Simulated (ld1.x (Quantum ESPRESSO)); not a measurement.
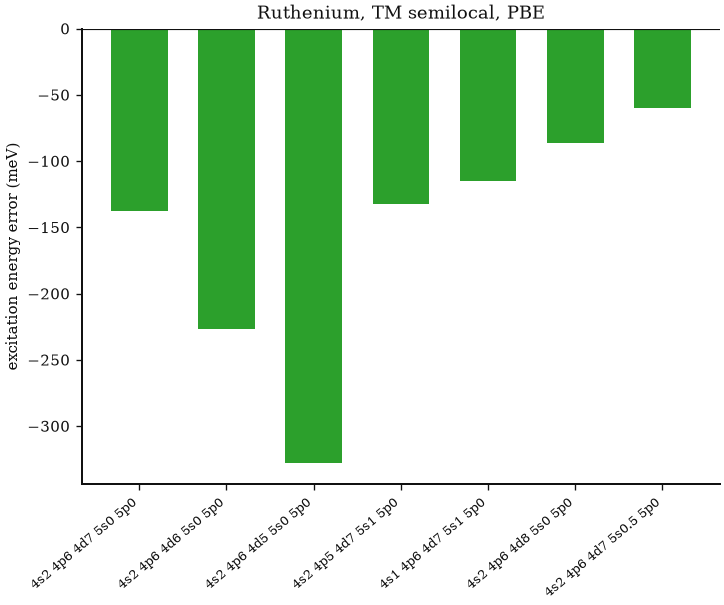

Figure 1. Errors, all-electron minus pseudo, of the energies of valence configurations relative to the unpolarised reference 4s2 4p6 4d7 5s1 5p0.

- Worst configuration: 4s2 4p6 4d5 5s0 5p0 (charge +3): the error is -328 meV on an all-electron energy of +56.10 eV relative to the reference, or 0.58 %.

## Pseudopotential generation: Ru (part 1 of 2)

System: ruthenium (Ru, Z = 44), core [Ar] 3d10, reference valence 4s2 4p6 4d7 5s1 5p0, valence charge 16.
Method: TM semilocal potential, PBE, scalar-relativistic, made with ld1.x (Quantum ESPRESSO) 7.5.

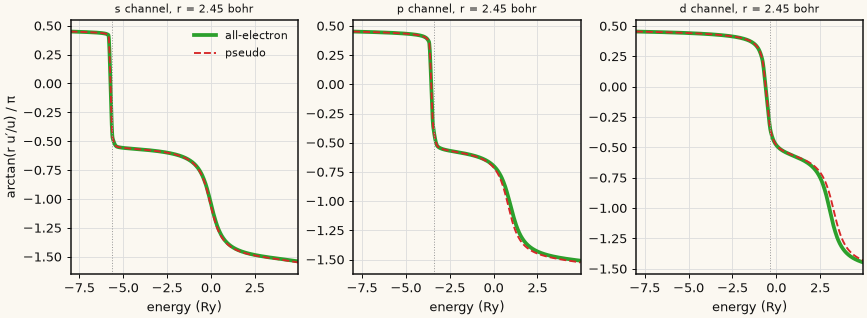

Figure 2. Unwrapped phase arctan(r u′/u) in units of π against energy, all-electron (solid) and pseudo (dashed); the pseudo phase is matched to the all-electron one at the reference energy. Here u = r R(r). A near-vertical step is a level narrower than the spacing of the points behind the curves. The dotted line marks the reference energy of the channel.

- Ghost states: the plot shows none: the two phases stay within 0.43 rad of each other in all channels drawn. The separate test gives: no ghost state below the valence levels in the s, d, p channels.
- Range over which the phases agree within 0.05 rad: s: up to about -0.3 Ry; p: up to about 0.0 Ry; d: up to about 2.0 Ry.

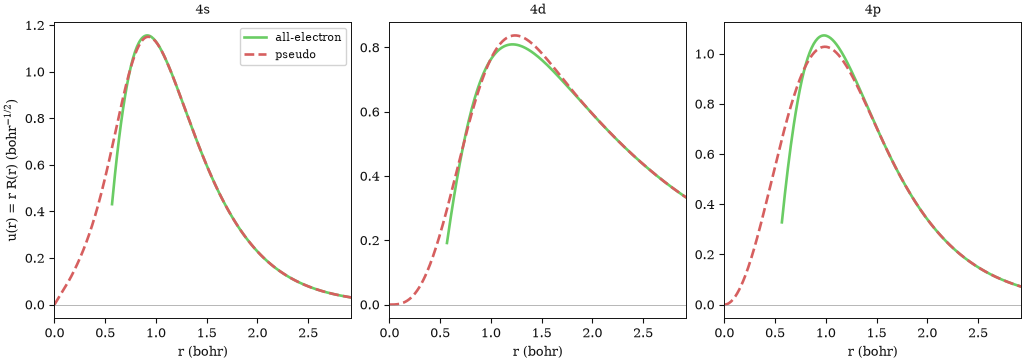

Figure 3. Partial waves u(r) = r R(r), all-electron (solid) and pseudo (dashed). The innermost oscillations of some all-electron curves aren't drawn. Reference configuration 4s2 4p6 4d7 5s1 5p0.

- Matching radii: 4s at 1.15 bohr; 4d at 2.25 bohr; 4p at 1.85 bohr. The curves merge smoothly, so the plot gives these only roughly.
- Nodes of the pseudo-waves: 4s has no node; 4d has no node; 4p has no node.

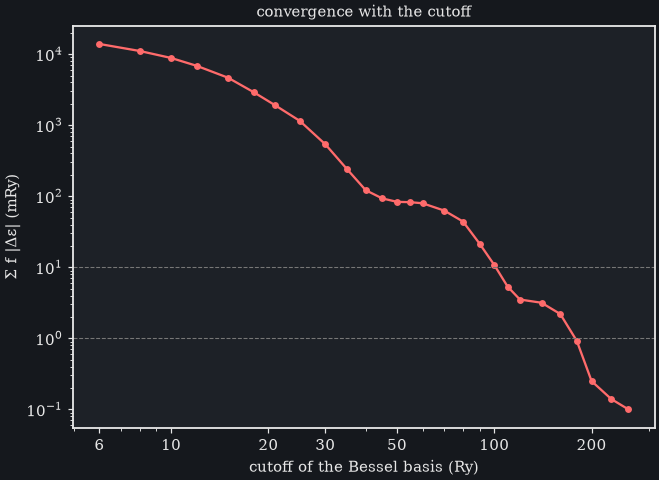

Figure 4. The pseudo-atom Hamiltonian at the reference potential is diagonalised in spherical Bessel functions (20 bohr box) up to the cutoff. Curve: occupation-weighted sum of the valence levels' distances from their values at 400 Ry.

- Error at 40 Ry: about 120 mRy.
- Cutoffs for 10 and 1 mRy in the occupation-weighted sum of levels: 110 Ry and 180 Ry, on the ladder of cutoffs that was run.

These pictures come from the run below.

### Input file
```
 &input
   title='Ru', zed=44., rel=1, dft='PBE', iswitch=3,
   config='[Kr] 4d7 5s1 5p0',
   nld=3, rlderiv=2.45, eminld=-8.0, emaxld=5.0, deld=0.04
 /
 &inputp
   pseudotype=1, tm=.true., lloc=1,
   nlcc=.false.,
   file_pseudopw='Ru.pp', file_wfcaegen='ae.wfc', file_wfcncgen='nc.wfc'
 /
3
4S  1  0   2.00   0.00  1.15  1.15  0.0
4D  3  2   7.00   0.00  2.25  2.25  0.0
4P  2  1   6.00   0.00  1.85  1.85  0.0
 &test
   configts(1)='4s2 4p6 4d7 5s1 5p0'
 /
```

### Input of the test run
```
 &input
   title='Ru', zed=44., rel=1, dft='PBE', iswitch=2,
   config='[Kr] 4d7 5s1 5p0'
 /
 &test
   file_pseudo='Ru.pp', nconf=8,
   configts(1)='4s2 4p6 4d7 5s1 5p0',
   configts(2)='4s2 4p6 4d7 5s0 5p0',
   configts(3)='4s2 4p6 4d6 5s0 5p0',
   configts(4)='4s2 4p6 4d5 5s0 5p0',
   configts(5)='4s2 4p5 4d7 5s1 5p0',
   configts(6)='4s1 4p6 4d7 5s1 5p0',
   configts(7)='4s2 4p6 4d8 5s0 5p0',
   configts(8)='4s2 4p6 4d7 5s0.5 5p0'
 /
```

Command:
```bash
ld1.x < Ru.in > Ru.out
```

### Output
```
     Program LD1 v.7.5
     --------------------------- All-electron run ----------------------------

     Ru
     scalar relativistic calculation

     atomic number is 44.00
     dft =PBE   lsd =0 sic =0 latt =0  beta=0.20 tr2=1.0E-14
     Exchange-correlation= PBE
                           (   1   4   3   4   0   0   0)
     mesh =1233 r(mesh) = 101.06970 a.u. xmin = -7.00 dx = 0.01250
     1 Ry =  13.60569312 eV, c = 137.03599908

     n l     nl                  e(Ry)          e(Ha)          e(eV)
     1 0     1S 1( 2.00)     -1612.3846      -806.1923    -21937.6096
     2 0     2S 1( 2.00)      -231.8268      -115.9134     -3154.1644
     2 1     2P 1( 6.00)      -207.6229      -103.8115     -2824.8535
     3 0     3S 1( 2.00)       -40.8245       -20.4122      -555.4456
     3 1     3P 1( 6.00)       -32.8704       -16.4352      -447.2241
     4 0     4S 1( 2.00)        -5.6131        -2.8066       -76.3706
     4 1     4P 1( 6.00)        -3.4115        -1.7057       -46.4157
     3 2     3D 1(10.00)       -20.0737       -10.0369      -273.1169
     4 2     4D 1( 7.00)        -0.3823        -0.1912        -5.2021
     5 0     5S 1( 1.00)        -0.3116        -0.1558        -4.2393
     5 1     5P 1( 0.00)        -0.0671        -0.0335        -0.9124

     final scf error:  6.1E-15 reached in  31 iterations

     Etot =   -9061.510603 Ry,   -4530.755302 Ha, -123288.132501 eV

     Ekin =    9370.519994 Ry,    4685.259997 Ha,  127492.419439 eV
     Encl =  -21859.366718 Ry,  -10929.683359 Ha, -297411.835423 eV
     Eh   =    3694.086781 Ry,    1847.043390 Ha,   50260.611109 eV
     Exc  =    -266.750660 Ry,    -133.375330 Ha,   -3629.327625 eV

     normalization and overlap integrals

     s(1S/1S) =  1.000000  <r> =   0.0334  <r2> =    0.0015  r(max) =   0.0216
     s(2S/2S) =  1.000000  <r> =   0.1457  <r2> =    0.0250  r(max) =   0.1229
     s(2P/2P) =  1.000000  <r> =   0.1270  <r2> =    0.0197  r(max) =   0.0981
     s(3S/3S) =  1.000000  <r> =   0.4027  <r2> =    0.1856  r(max) =   0.3600
     s(3P/3P) =  1.000000  <r> =   0.4030  <r2> =    0.1888  r(max) =   0.3555
     s(4S/4S) =  1.000000  <r> =   1.0189  <r2> =    1.1771  r(max) =   0.9193
     s(4P/4P) =  1.000000  <r> =   1.1285  <r2> =    1.4617  r(max) =   0.9785
     s(3D/3D) =  1.000000  <r> =   0.3841  <r2> =    0.1767  r(max) =   0.3022
     s(4D/4D) =  1.000000  <r> =   1.7020  <r2> =    3.6414  r(max) =   1.2102
     s(5S/5S) =  1.000000  <r> =   3.3894  <r2> =   13.3290  r(max) =   2.7273
     s(5P/5P) =  1.000000  <r> =   5.3169  <r2> =   33.9885  r(max) =   3.9682

     ------------------------ End of All-electron run ------------------------

     --------------------- Generating NC pseudopotential ---------------------

      Generating local pot.: lloc=1, matching radius rcloc =   1.8500

      Wfc   4S  rcut= 1.151  Using Troullier-Martins method

      Wfc   4D  rcut= 2.261  Using Troullier-Martins method

     ------------------- End of pseudopotential generation -------------------

     --------------------------- All-electron run ----------------------------

     Ru
     scalar relativistic calculation

     atomic number is 44.00
     dft =PBE   lsd =0 sic =0 latt =0  beta=0.20 tr2=1.0E-14
     Exchange-correlation= PBE
                           (   1   4   3   4   0   0   0)
     mesh =1233 r(mesh) = 101.06970 a.u. xmin = -7.00 dx = 0.01250
     1 Ry =  13.60569312 eV, c = 137.03599908

     n l     nl                  e(Ry)          e(Ha)          e(eV)
     1 0     1S 1( 2.00)     -1612.3846      -806.1923    -21937.6096
     2 0     2S 1( 2.00)      -231.8268      -115.9134     -3154.1644
     2 1     2P 1( 6.00)      -207.6229      -103.8115     -2824.8535
     3 0     3S 1( 2.00)       -40.8245       -20.4122      -555.4456
     3 1     3P 1( 6.00)       -32.8704       -16.4352      -447.2241
     4 0     4S 1( 2.00)        -5.6131        -2.8066       -76.3706
     4 1     4P 1( 6.00)        -3.4115        -1.7057       -46.4157
     3 2     3D 1(10.00)       -20.0737       -10.0369      -273.1169
     4 2     4D 1( 7.00)        -0.3823        -0.1912        -5.2021
     5 0     5S 1( 1.00)        -0.3116        -0.1558        -4.2393
     5 1     5P 1( 0.00)        -0.0671        -0.0335        -0.9124

     final scf error:  6.1E-15 reached in  31 iterations

     Etot =   -9061.510603 Ry,   -4530.755302 Ha, -123288.132501 eV

     Ekin =    9370.519994 Ry,    4685.259997 Ha,  127492.419439 eV
     Encl =  -21859.366718 Ry,  -10929.683359 Ha, -297411.835423 eV
     Eh   =    3694.086781 Ry,    1847.043390 Ha,   50260.611109 eV
     Exc  =    -266.750660 Ry,    -133.375330 Ha,   -3629.327625 eV

     normalization and overlap integrals

     s(1S/1S) =  1.000000  <r> =   0.0334  <r2> =    0.0015  r(max) =   0.0216
     s(2S/2S) =  1.000000  <r> =   0.1457  <r2> =    0.0250  r(max) =   0.1229
     s(2P/2P) =  1.000000  <r> =   0.1270  <r2> =    0.0197  r(max) =   0.0981
     s(3S/3S) =  1.000000  <r> =   0.4027  <r2> =    0.1856  r(max) =   0.3600
     s(3P/3P) =  1.000000  <r> =   0.4030  <r2> =    0.1888  r(max) =   0.3555
     s(4S/4S) =  1.000000  <r> =   1.0189  <r2> =    1.1771  r(max) =   0.9193
     s(4P/4P) =  1.000000  <r> =   1.1285  <r2> =    1.4617  r(max) =   0.9785
     s(3D/3D) =  1.000000  <r> =   0.3841  <r2> =    0.1767  r(max) =   0.3022
     s(4D/4D) =  1.000000  <r> =   1.7020  <r2> =    3.6414  r(max) =   1.2102
     s(5S/5S) =  1.000000  <r> =   3.3894  <r2> =   13.3290  r(max) =   2.7273
     s(5P/5P) =  1.000000  <r> =   5.3169  <r2> =   33.9885  r(max) =   3.9682

     ------------------------ End of All-electron run ------------------------

     Computing logarithmic derivative in   2.45243
     Computing logarithmic derivative in   2.45243
     Computing the partial wave expansion
     R is outside the sphere for l=    0 j= 0.00
       no projector for channel:   1
     R is outside the sphere for l=    2 j= 0.00

     ---------------------- Testing the pseudopotential ----------------------

     Ru
     scalar relativistic calculation

     atomic number is 44.00   valence charge is 16.00
     dft =PBE   lsd =0 sic =0 latt =0  beta=0.20 tr2=1.0E-14
     mesh =1233 r(mesh) = 101.06970 xmin = -7.00 dx = 0.01250

     n l     nl             e AE (Ry)        e PS (Ry)    De AE-PS (Ry)
     1 0     4S   1( 2.00)       -5.61314       -5.61321        0.00007
     2 1     4P   1( 6.00)       -3.41149       -3.41149        0.00000
     3 2     4D   1( 7.00)       -0.38235       -0.38235        0.00000
     2 0     5S   1( 1.00)       -0.31159       -0.31909        0.00750  !
     3 1     5P   1( 0.00)       -0.06706       -0.07251        0.00545  !

     eps = 7.4E-15  iter = 21

     Etot =   -9061.510603 Ry,   -4530.755302 Ha, -123288.132501 eV
     Etotps =  -188.895978 Ry,     -94.447989 Ha,   -2570.060707 eV

     Ekin =      62.805662 Ry,      31.402831 Ha,     854.514564 eV
     Encl =    -392.983401 Ry,    -196.491701 Ha,   -5346.811557 eV
     Ehrt =     160.146047 Ry,      80.073024 Ha,    2178.897974 eV
     Ecxc =     -19.732008 Ry,      -9.866004 Ha,    -268.467641 eV
     Epseu=       0.867722 Ry,       0.433861 Ha,      11.805953 eV

     ---------------------- End of pseudopotential test ----------------------
```

### Output of the test run (extracts)
```
     ---------------------- Testing the pseudopotential ----------------------

     Ru
     scalar relativistic calculation

     atomic number is 44.00   valence charge is 16.00
     dft =PBE   lsd =0 sic =0 latt =0  beta=0.20 tr2=1.0E-14
     mesh =1233 r(mesh) = 101.06970 xmin = -7.00 dx = 0.01250

     n l     nl             e AE (Ry)        e PS (Ry)    De AE-PS (Ry)
     1 0     4S   1( 2.00)       -5.61314       -5.61321        0.00007
     2 1     4P   1( 6.00)       -3.41149       -3.41149        0.00000
     3 2     4D   1( 7.00)       -0.38235       -0.38235        0.00000
     2 0     5S   1( 1.00)       -0.31159       -0.31909        0.00750  !
     3 1     5P   1( 0.00)       -0.06706       -0.07251        0.00545  !

     eps = 3.5E-15  iter = 25

     Etot =   -9061.510603 Ry,   -4530.755302 Ha, -123288.132501 eV
     Etotps =  -188.895978 Ry,     -94.447989 Ha,   -2570.060715 eV

     Ekin =      64.729521 Ry,      32.364761 Ha,     880.690002 eV
     Encl =    -392.983401 Ry,    -196.491701 Ha,   -5346.811562 eV
     Ehrt =     160.146048 Ry,      80.073024 Ha,    2178.897978 eV
     Ecxc =     -19.732008 Ry,      -9.866004 Ha,    -268.467641 eV
     Epseu=      -1.056138 Ry,      -0.528069 Ha,     -14.369492 eV

     ---------------------- End of pseudopotential test ----------------------

     ---------------------- Testing the pseudopotential ----------------------

     Ru
     scalar relativistic calculation

     atomic number is 44.00   valence charge is 16.00
     dft =PBE   lsd =0 sic =0 latt =0  beta=0.20 tr2=1.0E-14
     mesh =1233 r(mesh) = 101.06970 xmin = -7.00 dx = 0.01250

     n l     nl             e AE (Ry)        e PS (Ry)    De AE-PS (Ry)
     1 0     4S   1( 2.00)       -6.15718       -6.16447        0.00730  !
     2 1     4P   1( 6.00)       -3.95809       -3.96464        0.00655  !
     3 2     4D   1( 7.00)       -0.92189       -0.92711        0.00522  !
     2 0     5S   1( 0.00)       -0.77142       -0.78407        0.01266  !
     3 1     5P   1( 0.00)       -0.44984       -0.46412        0.01428  !

     eps = 3.6E-15  iter = 24

     Etot =   -9060.974636 Ry,   -4530.487318 Ha, -123280.840289 eV
     Etotps =  -188.349901 Ry,     -94.174951 Ha,   -2562.630956 eV
     dEtot_ae =       0.535968 Ry
     dEtot_ps =       0.546077 Ry,   Delta E=      -0.010110 Ry

     Ekin =      64.907114 Ry,      32.453557 Ha,     883.106275 eV
     Encl =    -384.282980 Ry,    -192.141490 Ha,   -5228.436296 eV
     Ehrt =     151.592976 Ry,      75.796488 Ha,    2062.527507 eV
     Ecxc =     -19.438593 Ry,      -9.719297 Ha,    -264.475536 eV
     Epseu=      -1.128418 Ry,      -0.564209 Ha,     -15.352907 eV

     ---------------------- End of pseudopotential test ----------------------

     ---------------------- Testing the pseudopotential ----------------------

     Ru
     scalar relativistic calculation

     atomic number is 44.00   valence charge is 16.00
     dft =PBE   lsd =0 sic =0 latt =0  beta=0.20 tr2=1.0E-14
     mesh =1233 r(mesh) = 101.06970 xmin = -7.00 dx = 0.01250

     n l     nl             e AE (Ry)        e PS (Ry)    De AE-PS (Ry)
     1 0     4S   1( 2.00)       -7.09306       -7.10314        0.01008  !
     2 1     4P   1( 6.00)       -4.88131       -4.89119        0.00988  !
     3 2     4D   1( 6.00)       -1.77401       -1.78148        0.00747  !
     2 0     5S   1( 0.00)       -1.40128       -1.42085        0.01957  !
     3 1     5P   1( 0.00)       -0.98924       -1.01735        0.02812  !

     eps = 5.7E-15  iter = 21

     Etot =   -9059.637961 Ry,   -4529.818980 Ha, -123262.653900 eV
     Etotps =  -187.006695 Ry,     -93.503348 Ha,   -2544.355710 eV
     dEtot_ae =       1.872643 Ry
     dEtot_ps =       1.889283 Ry,   Delta E=      -0.016640 Ry

     Ekin =      63.229991 Ry,      31.614996 Ha,     860.287855 eV
     Encl =    -368.918571 Ry,    -184.459285 Ha,   -5019.392863 eV
     Ehrt =     138.357067 Ry,      69.178533 Ha,    1882.443791 eV
     Ecxc =     -18.608667 Ry,      -9.304334 Ha,    -253.183816 eV
     Epseu=      -1.066515 Ry,      -0.533258 Ha,     -14.510677 eV

     ---------------------- End of pseudopotential test ----------------------

     ---------------------- Testing the pseudopotential ----------------------

     Ru
     scalar relativistic calculation

     atomic number is 44.00   valence charge is 16.00
     dft =PBE   lsd =0 sic =0 latt =0  beta=0.20 tr2=1.0E-14
     mesh =1233 r(mesh) = 101.06970 xmin = -7.00 dx = 0.01250

     n l     nl             e AE (Ry)        e PS (Ry)    De AE-PS (Ry)
     1 0     4S   1( 2.00)       -8.16389       -8.17310        0.00921  !
     2 1     4P   1( 6.00)       -5.93311       -5.94371        0.01060  !
     3 2     4D   1( 5.00)       -2.74533       -2.75159        0.00626  !
     2 0     5S   1( 0.00)       -2.11289       -2.14096        0.02807  !
     3 1     5P   1( 0.00)       -1.61922       -1.66623        0.04701  !

     eps = 5.7E-15  iter = 23

     Etot =   -9057.387242 Ry,   -4528.693621 Ha, -123232.031306 eV
     Etotps =  -184.748542 Ry,     -92.374271 Ha,   -2513.631966 eV
     dEtot_ae =       4.123362 Ry
     dEtot_ps =       4.147437 Ry,   Delta E=      -0.024075 Ry

     Ekin =      60.744916 Ry,      30.372458 Ha,     826.476687 eV
     Encl =    -351.223202 Ry,    -175.611601 Ha,   -4778.635099 eV
     Ehrt =     124.266297 Ry,      62.133149 Ha,    1690.729106 eV
     Ecxc =     -17.608452 Ry,      -8.804226 Ha,    -239.575194 eV
     Epseu=      -0.928102 Ry,      -0.464051 Ha,     -12.627466 eV

     ---------------------- End of pseudopotential test ----------------------

     ---------------------- Testing the pseudopotential ----------------------

     Ru
     scalar relativistic calculation

     atomic number is 44.00   valence charge is 16.00
     dft =PBE   lsd =0 sic =0 latt =0  beta=0.20 tr2=1.0E-14
     mesh =1233 r(mesh) = 101.06970 xmin = -7.00 dx = 0.01250

     n l     nl             e AE (Ry)        e PS (Ry)    De AE-PS (Ry)
     1 0     4S   1( 2.00)       -6.55139       -6.56727        0.01588  !
     2 1     4P   1( 5.00)       -4.32687       -4.34294        0.01608  !
     3 2     4D   1( 7.00)       -1.19938       -1.20093        0.00155
     2 0     5S   1( 1.00)       -0.87746       -0.89201        0.01455  !
     3 1     5P   1( 0.00)       -0.51979       -0.53865        0.01886  !

     eps = 1.7E-15  iter = 18

     Etot =   -9057.659995 Ry,   -4528.829998 Ha, -123235.742307 eV
     Etotps =  -185.035655 Ry,     -92.517828 Ha,   -2517.538342 eV
     dEtot_ae =       3.850608 Ry
     dEtot_ps =       3.860323 Ry,   Delta E=      -0.009715 Ry

     Ekin =      65.495068 Ry,      32.747534 Ha,     891.105801 eV
     Encl =    -376.860092 Ry,    -188.430046 Ha,   -5127.442758 eV
     Ehrt =     146.547890 Ry,      73.273945 Ha,    1993.885614 eV
     Ecxc =     -18.823403 Ry,      -9.411702 Ha,    -256.105447 eV
     Epseu=      -1.395118 Ry,      -0.697559 Ha,     -18.981551 eV

     ---------------------- End of pseudopotential test ----------------------
```

(Continued in part 2.) Outcome of the run: generated.
